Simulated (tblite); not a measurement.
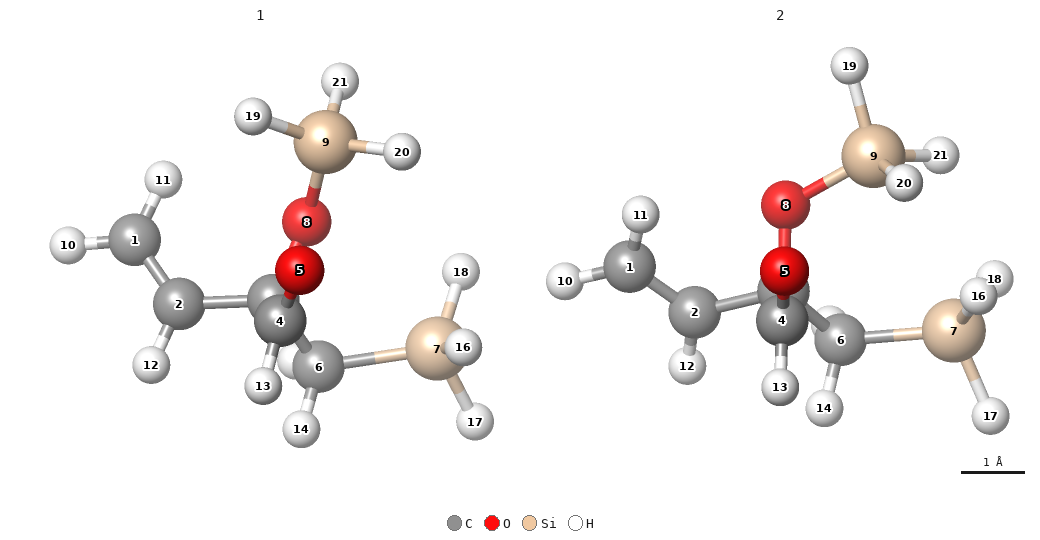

Two geometries of C5H12O2Si2, drawn at one scale. One is the start of a relaxation, the other its converged end. A ball-and-stick model, seen at a tilt.

Computed with GFN2-xTB geometry optimisation, gas phase (tblite). 

> Which one is relaxed?

Structure 1 is the relaxed one. The atom that moves furthest after the best rigid fit is an H atom (1.75 Å). Largest moves by element: H 1.75 Å, C 0.79 Å, O 0.73 Å, Si 0.59 Å. Among the contacts that change: Si–Si 3.210 → 4.021 Å, O–Si 3.022 → 2.622 Å, C–Si 1.832 → 1.908 Å, C–C 1.481 → 1.535 Å. Bond angles that change, for instance: O–Si–H 115.1° → 95.3°, C–O–Si 118.1° → 130.5°, C–C–O 102.8° → 112.3°. Groups turn about O–Si by about 115°, C–O by about 85°, C–C by about 45°. Over 209 geometry steps the energy falls by 111.0 kJ/mol.
